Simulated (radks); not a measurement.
# Valence configurations of Ru

Aim: which of several valence configurations of Ru lies lowest at this level, and whether it is the one NIST lists ([Kr] 4d7 5s1).

The numbers are computed with radks (a radial shooting solver on a logarithmic mesh, Libxc functionals) version 1 (non-relativistic Kohn-Sham, BLYP, spin-unpolarised, spherical densities, point nucleus), except any that are marked as measured or tabulated.

**1. Starting point**

```
element       : ruthenium (Z = 44)
charge        : 0
electrons     : 44
configuration : [Kr] 4d7 5s1
others tried  : 4d6.5 5s1 5p0.5; 4d7.5 5s0.5; 4d8; 4d6 5s2; 4d6 5s1 5p1; 4d7 5p1; 4d6.5 5s1.5; 4d4 5s2 5p2; 4d5 5s1 5p2
```

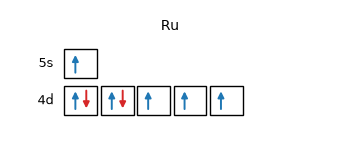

The shells outside the core, filled by Hund's rule for the drawing.

In the logs a row gives level, spin channel, occupation and eigenvalue; Etot, Ekin, Encl (electron-nucleus), Eh (Hartree) and Exc are energies, all in hartree; err is the last residual, it the number of iterations.

**2. [Kr] 4d7 5s1**

Settings of this run:

```text
Z 44
configuration [Kr] 4d7 5s1
relativity non-relativistic
functional b88,lyp
spin unpolarised
nucleus point
```

The log of the run:

```text
1s      1   2.0000        -784.06199085
2s      1   2.0000        -110.66316855
2p      1   6.0000        -102.39704815
3s      1   2.0000         -19.39435153
3p      1   6.0000         -16.15150036
3d      1  10.0000         -10.18165745
4s      1   2.0000          -2.62289072
4p      1   6.0000          -1.65872090
4d      1   7.0000          -0.19873391
5s      1   1.0000          -0.14345520
Etot -4443.693944320372
Ekin 4441.891827853202
Encl -10579.394413017206
Eh 1825.067488919909
Exc -131.25884807627702
err 4.979703370237659e-10
it 15
```

The top filled level is 5s, -3.904 eV.

Sizes of the orbitals, from the radial functions (bohr):

| level | occupation | energy (eV) | <r> | outermost maximum (interpolated) | 90 % within | nodes |
| --- | --- | --- | --- | --- | --- | --- |
| 2p | 6 | -2786.4 | 0.1291 | 0.100 | 0.210 | 0 |
| 3s | 2 | -527.75 | 0.4150 | 0.373 | 0.611 | 2 |
| 3p | 6 | -439.50 | 0.4084 | 0.360 | 0.615 | 1 |
| 3d | 10 | -277.06 | 0.3837 | 0.301 | 0.610 | 0 |
| 4s | 2 | -71.372 | 1.047 | 0.939 | 1.52 | 3 |
| 4p | 6 | -45.136 | 1.140 | 0.992 | 1.69 | 2 |
| 4d | 7 | -5.408 | 1.684 | 1.20 | 2.78 | 1 |
| 5s | 1 | -3.904 | 3.535 | 2.85 | 5.38 | 4 |

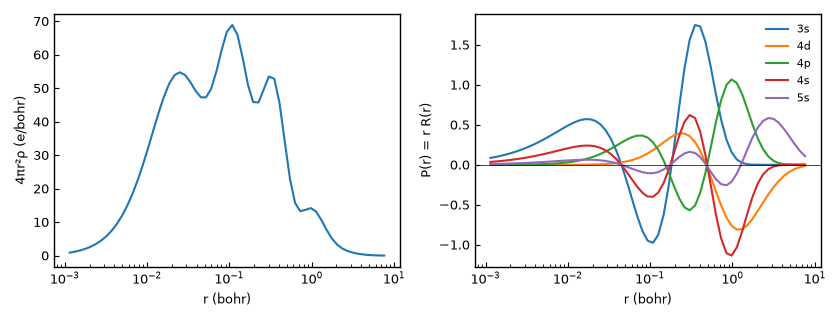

Left: shells in the radial density. Right: radial functions of the outer levels.

**3. [Kr] 4d6.5 5s1 5p0.5**

Settings of this run:

```text
Z 44
configuration [Kr] 4d6.5 5s1 5p0.5
relativity non-relativistic
functional b88,lyp
spin unpolarised
nucleus point
```

The log of the run:

```text
1s      1   2.0000        -784.15522773
2s      1   2.0000        -110.75929171
2p      1   6.0000        -102.49292131
3s      1   2.0000         -19.48973977
3p      1   6.0000         -16.24689965
3d      1  10.0000         -10.27729651
4s      1   2.0000          -2.71394812
4p      1   6.0000          -1.74760431
4d      1   6.5000          -0.27397512
5s      1   1.0000          -0.17906710
5p      1   0.5000          -0.05558826
Etot -4443.598243211207
Ekin 4441.802204633814
Encl -10575.348327678083
Eh 1821.0936646540295
Exc -131.14578482096715
err 4.754364785618452e-10
it 14
```

E − E(step 2, [Kr] 4d7 5s1) = +2.604 eV. 5p is the highest filled level (-1.513 eV).

**4. [Kr] 4d7.5 5s0.5**

Settings of this run:

```text
Z 44
configuration [Kr] 4d7.5 5s0.5
relativity non-relativistic
functional b88,lyp
spin unpolarised
nucleus point
```

The log of the run:

```text
1s      1   2.0000        -784.00372152
2s      1   2.0000        -110.60187420
2p      1   6.0000        -102.33599177
3s      1   2.0000         -19.33369403
3p      1   6.0000         -16.09083139
3d      1  10.0000         -10.12075970
4s      1   2.0000          -2.56568047
4p      1   6.0000          -1.60341205
4d      1   7.5000          -0.15505495
5s      1   0.5000          -0.12722334
Etot -4443.714570995344
Ekin 4441.908810998351
Encl -10581.853952991045
Eh 1827.5676294890854
Exc -131.337058491736
err 7.702315431563251e-09
it 13
```

Energy against step 2 ([Kr] 4d7 5s1): -0.561 eV. The top filled level is 5s, -3.462 eV.

**5. [Kr] 4d8**

Settings of this run:

```text
Z 44
configuration [Kr] 4d8
relativity non-relativistic
functional b88,lyp
spin unpolarised
nucleus point
```

The log of the run:

```text
1s      1   2.0000        -783.95276508
2s      1   2.0000        -110.54840712
2p      1   6.0000        -102.28273135
3s      1   2.0000         -19.28052716
3p      1   6.0000         -16.03765963
3d      1  10.0000         -10.06742319
4s      1   2.0000          -2.51474184
4p      1   6.0000          -1.55402181
4d      1   8.0000          -0.11622006
Etot -4443.722412137612
Ekin 4441.9131414285675
Encl -10584.009768310672
Eh 1829.7799481785328
Exc -131.40573343404088
err 7.70207607332032e-09
it 14
```

Energy against step 2 ([Kr] 4d7 5s1): -0.775 eV. Highest occupied level: 4d at -3.163 eV.

**6. [Kr] 4d6 5s2**

Settings of this run:

```text
Z 44
configuration [Kr] 4d6 5s2
relativity non-relativistic
functional b88,lyp
spin unpolarised
nucleus point
```

The log of the run:

```text
1s      1   2.0000        -784.19785683
2s      1   2.0000        -110.80675282
2p      1   6.0000        -102.54006618
3s      1   2.0000         -19.53534138
3p      1   6.0000         -16.29253901
3d      1  10.0000         -10.32338549
4s      1   2.0000          -2.75252144
4p      1   6.0000          -1.78347876
4d      1   6.0000          -0.29774138
5s      1   2.0000          -0.17774060
Etot -4443.607305303001
Ekin 4441.812611577805
Encl -10573.686498241059
Eh 1819.3448257007076
Exc -131.07824434045477
err 8.128239242672309e-09
it 14
```

E − E(step 2, [Kr] 4d7 5s1) = +2.358 eV. Highest occupied level: 5s at -4.837 eV.

**7. [Kr] 4d6 5s1 5p1**

Settings of this run:

```text
Z 44
configuration [Kr] 4d6 5s1 5p1
relativity non-relativistic
functional b88,lyp
spin unpolarised
nucleus point
```

The log of the run:

```text
1s      1   2.0000        -784.25082220
2s      1   2.0000        -110.85857992
2p      1   6.0000        -102.59190205
3s      1   2.0000         -19.58772146
3p      1   6.0000         -16.34490239
3d      1  10.0000         -10.37564658
4s      1   2.0000          -2.80552410
4p      1   6.0000          -1.83650045
4d      1   6.0000          -0.34829727
5s      1   1.0000          -0.21093892
5p      1   1.0000          -0.07434719
Etot -4443.475225601414
Ekin 4441.684892075416
Encl -10571.21054547375
Eh 1817.077718826478
Exc -131.02729102955868
err 5.245690683344375e-10
it 14
```

Energy against step 2 ([Kr] 4d7 5s1): +5.952 eV. The top filled level is 5p, -2.023 eV.

**8. [Kr] 4d7 5p1**

Settings of this run:

```text
Z 44
configuration [Kr] 4d7 5p1
relativity non-relativistic
functional b88,lyp
spin unpolarised
nucleus point
```

The log of the run:

```text
1s      1   2.0000        -784.11671756
2s      1   2.0000        -110.71632880
2p      1   6.0000        -102.45026029
3s      1   2.0000         -19.44824659
3p      1   6.0000         -16.20537651
3d      1  10.0000         -10.23538539
4s      1   2.0000          -2.67827252
4p      1   6.0000          -1.71440366
4d      1   7.0000          -0.25239818
5p      1   1.0000          -0.06022879
Etot -4443.579023136742
Ekin 4441.78128743713
Encl -10576.846928257706
Eh 1822.6979862036108
Exc -131.21136851977687
err 2.2069589685969683e-09
it 13
```

Energy against step 2 ([Kr] 4d7 5s1): +3.127 eV. Highest occupied level: 5p at -1.639 eV.

**9. [Kr] 4d6.5 5s1.5**

Settings of this run:

```text
Z 44
configuration [Kr] 4d6.5 5s1.5
relativity non-relativistic
functional b88,lyp
spin unpolarised
nucleus point
```

The log of the run:

```text
1s      1   2.0000        -784.12691476
2s      1   2.0000        -110.73166923
2p      1   6.0000        -102.46528004
3s      1   2.0000         -19.46179787
3p      1   6.0000         -16.21896634
3d      1  10.0000         -10.24942684
4s      1   2.0000          -2.68545626
4p      1   6.0000          -1.71902469
4d      1   6.5000          -0.24651381
5s      1   1.5000          -0.16037487
Etot -4443.658723406856
Ekin 4441.860310152462
Encl -10576.662178929319
Eh 1822.315313899356
Exc -131.17216852935485
err 5.136636024648831e-10
it 15
```

Energy against step 2 ([Kr] 4d7 5s1): +0.958 eV. The top filled level is 5s, -4.364 eV.

**10. [Kr] 4d4 5s2 5p2**

Settings of this run:

```text
Z 44
configuration [Kr] 4d4 5s2 5p2
relativity non-relativistic
functional b88,lyp
spin unpolarised
nucleus point
```

The log of the run:

```text
1s      1   2.0000        -784.62507877
2s      1   2.0000        -111.25508761
2p      1   6.0000        -102.98684078
3s      1   2.0000         -19.97221222
3p      1   6.0000         -16.72961052
3d      1  10.0000         -10.76286699
4s      1   2.0000          -3.14386888
4p      1   6.0000          -2.16072744
4d      1   4.0000          -0.61300852
5s      1   2.0000          -0.30147333
5p      1   2.0000          -0.12513568
Etot -4442.8743670207405
Ekin 4441.101474649982
Encl -10555.333853081862
Eh 1801.9128928745122
Exc -130.55488146337282
err 8.722828800740262e-09
it 13
```

E − E(step 2, [Kr] 4d7 5s1) = +22.302 eV. 5p is the highest filled level (-3.405 eV).

**11. [Kr] 4d5 5s1 5p2**

Settings of this run:

```text
Z 44
configuration [Kr] 4d5 5s1 5p2
relativity non-relativistic
functional b88,lyp
spin unpolarised
nucleus point
```

The log of the run:

```text
1s      1   2.0000        -784.45191708
2s      1   2.0000        -111.06927400
2p      1   6.0000        -102.80183664
3s      1   2.0000         -19.79393533
3p      1   6.0000         -16.55119145
3d      1  10.0000         -10.58295719
4s      1   2.0000          -2.99257168
4p      1   6.0000          -2.01695292
4d      1   5.0000          -0.49808087
5s      1   1.0000          -0.26920669
5p      1   2.0000          -0.10877811
Etot -4443.144023082454
Ekin 4441.36417532988
Encl -10562.532659524402
Eh 1808.801149654027
Exc -130.77668854195883
err 5.974222574400805e-09
it 14
```

E − E(step 2, [Kr] 4d7 5s1) = +14.964 eV. 5p is the highest filled level (-2.960 eV).

**12. What came out**

| valence | E − E(NIST configuration) (eV) | highest level | its energy (eV) | 1s shift (eV) |
| --- | --- | --- | --- | --- |
| 4d8 | -0.775 | 4d | -3.163 | +2.97 |
| 4d7.5 5s0.5 | -0.561 | 5s | -3.462 | +1.59 |
| 4d7 5s1 | 0.000 | 5s | -3.904 | +0.00 |
| 4d6.5 5s1.5 | 0.958 | 5s | -4.364 | -1.77 |
| 4d6 5s2 | 2.358 | 5s | -4.837 | -3.70 |
| 4d6.5 5s1 5p0.5 | 2.604 | 5p | -1.513 | -2.54 |
| 4d7 5p1 | 3.127 | 5p | -1.639 | -1.49 |
| 4d6 5s1 5p1 | 5.952 | 5p | -2.023 | -5.14 |
| 4d5 5s1 5p2 | 14.964 | 5p | -2.960 | -10.61 |
| 4d4 5s2 5p2 | 22.302 | 5p | -3.405 | -15.32 |

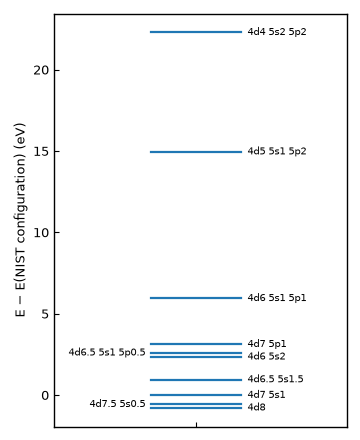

Energies of the configurations.

What this shows: This level puts 4d8 lowest, 0.775 eV under the NIST configuration. The energies are those of spherical spin-averaged densities, not of single terms. Relativity is left out, which favours d and f over s occupation in heavy atoms. The 1s eigenvalue shifts by up to 15.32 eV as the valence charge is rearranged.
